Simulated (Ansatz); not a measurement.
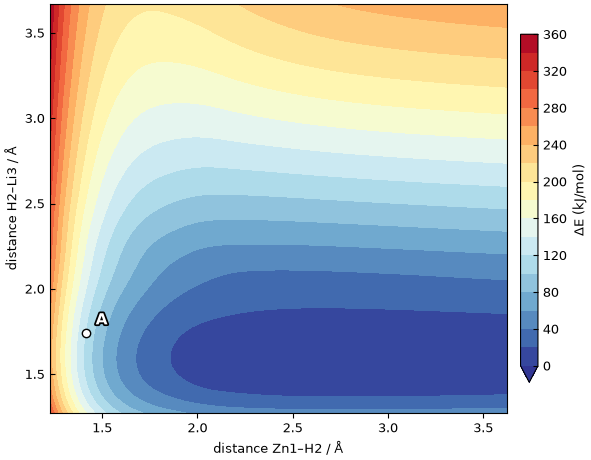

The system Zn + HLi. 
- Coordinates scanned: (1) distance Zn1–H2; (2) distance H2–Li3.
- Nothing is relaxed (the angle Zn1–H2–Li3 is fixed at 120 degrees).
- The scan uses a 15 × 15 grid.
- Energies are in kJ/mol, from the lowest grid point.
- The reference is spin-restricted, so regions where a bond is pulled apart into radicals lie too high.
- Theory: RKS CAM-B3LYP-D4/def2-TZVPD (Ansatz).

The picture shows filled contours, the point A. Between grid points the surface is interpolated.

Is A at rest? If not, where is it pushed?

A, at distance Zn1–H2 = 1.415 Å, distance H2–Li3 = 1.743 Å, is not a stationary point. The computed force is 460 kJ/mol for each Å towards larger values of distance Zn1–H2 and 62 kJ/mol for each Å towards smaller values of distance H2–Li3.
